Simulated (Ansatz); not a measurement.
Take LiF in the rock salt structure (space group Fm-3m, No. 225; a = 4.008 Å) as the base.

The change: Na replaces 75.0 % of the Li, ordered in a cell of 8 atoms (starting symmetry Pm-3m) and fully relaxed.

Method: PBEsol (Ansatz, a quantum-chemistry and plane-wave program), no spin-orbit coupling.

The zone is the changed cell's own and can be folded.

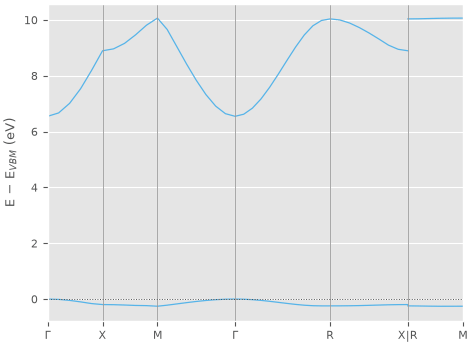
*Highest valence and lowest conduction band along the path of the changed cell's own zone*

The gap is 6.55 eV, direct at Γ; the base has 9.05 eV.

These are small ordered cells, not random alloys; other orderings at the same x differ. Stability against distortions was not tested. k-point labels follow each cell's own Brillouin zone.
